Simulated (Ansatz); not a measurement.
## Electronic structure of CoH₁₂O₆ (charge +2, quartet) in real space

```xyz
19

Co    0.0012    0.0000    0.0019
O     0.0928    0.1397    2.0806
H    -0.1489    0.9232    2.6002
H     0.2466   -0.5763    2.7181
O    -0.0925   -0.1401   -2.0784
H     0.1525   -0.9221   -2.5986
H    -0.2407    0.5776   -2.7150
O     2.0845    0.0766    0.0167
H     2.6278    0.3402    0.7768
H     2.6904   -0.0124   -0.7364
O    -2.0835   -0.0774   -0.0189
H    -2.6965    0.0096    0.7286
H    -2.6192   -0.3359   -0.7859
O    -0.1857    2.0766   -0.0241
H     0.5173    2.7424    0.0426
H    -1.0029    2.5594   -0.2272
O     0.1837   -2.0772    0.0270
H    -0.5248   -2.7376   -0.0361
H     0.9976   -2.5663    0.2281
```

Geometry: r2SCAN-D4/def2-SVP; not at a stationary point (largest force 0.6 eV/Å).

Method: UKS PBE0-D4/def2-TZVP (Ansatz 0.2.0).

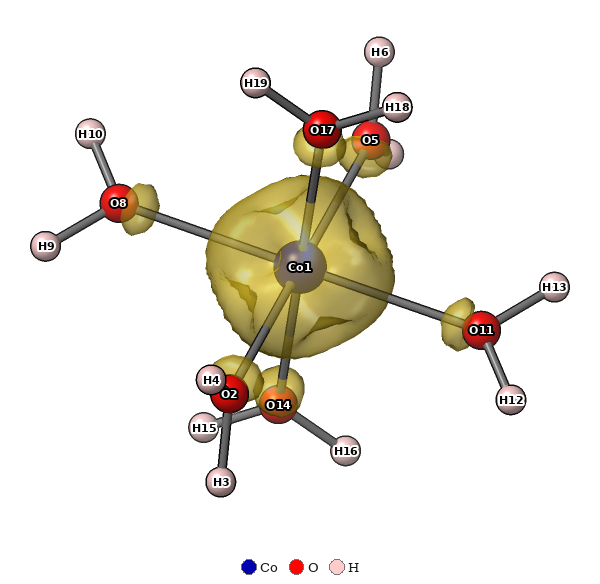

Figure 1. Isosurface of the spin density at +0.06 e/Å³ (yellow), seen at a tilt.

**Describe the spin distribution.**

The unpaired spin (3 electrons) lies mostly on Co1 (about 2.8), in electrons by Hirshfeld's partition.

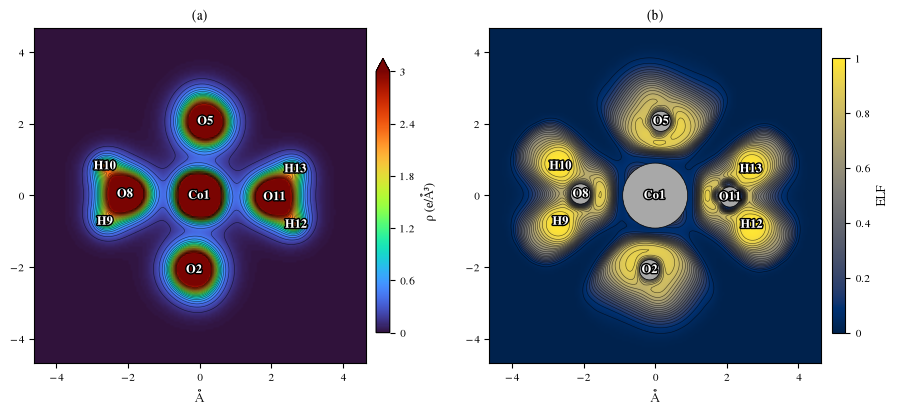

Figure 2. (a) total electron density; (b) electron localisation function on the plane of atoms Co1, O8 and H10. Grey discs cover the atomic cores in the ELF map.

**Describe what can be read from this map.**

- The plane passes through Co, O and H nuclei.
- Co–O (2.08 Å): ρ at the midpoint is about 0.39 e/Å³; the ELF peaks at about 0.90 in the valence shell of O, 0.5 Å from its nucleus, and is about 0.10 at the midpoint.
- O–H (0.97 Å): ρ is about 3.8 e/Å³ halfway; the ELF climbs to about 1 towards the hydrogen, as it does in any bond to H (an ordinary covalent bond to hydrogen).

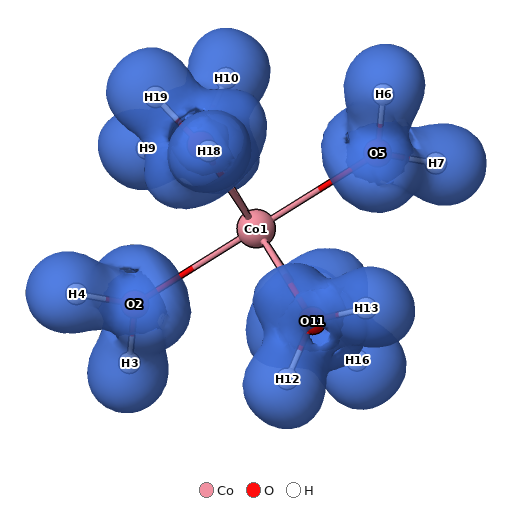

Figure 3. Isosurface of the electron localisation function at 0.75 (blue), seen at a tilt. Only the valence region is drawn (cores and ρ < 0.01 e/Å³ removed).

**Describe the localisation domains.**

The surface consists of six joined regions spread over several atoms (H, O), in which their bonds and any lone pairs are merged.
